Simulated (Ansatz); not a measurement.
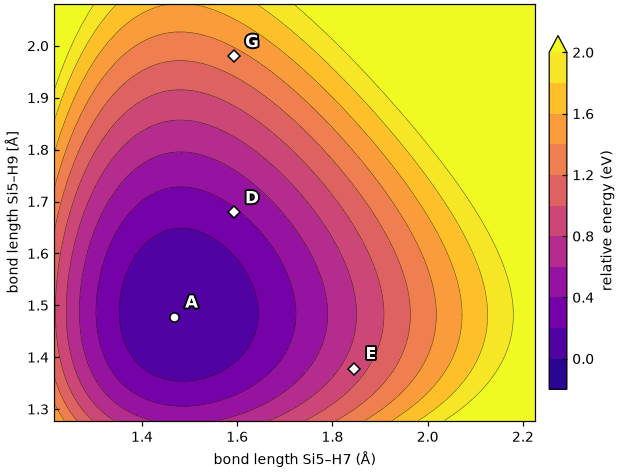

CH₄Cl₂OSi, SMILES [SiH3]OC(Cl)Cl. Coordinates scanned: (1) bond length Si5–H7; (2) bond length Si5–H9. Nothing is relaxed (all other coordinates rigid). Grid: 9 × 9 points. Points are written as (first, second). Energies: eV, counted from the relaxed molecule at the same level. The reference is spin-restricted, which grows unreliable where a bond is stretched far. The calculation used RKS wB97X-V/def2-SVP in Ansatz.

Drawn: filled contours, one colour for all values above the top of the scale, lettered points. Between grid points the surface is interpolated.

Question: Is G the lowest point of the computed grid?

Answer: No. G lies 1.34 eV above the lowest grid point, which is at (1.468 Å, 1.478 Å).

Question: What kind of point is each of A, D, E, G: minimum, saddle, maximum or slope?

Answer: A: minimum; D: on a slope; E: on a slope; G: on a slope. (In these two coordinates alone; a stationary point may lie a little off the grid point.)
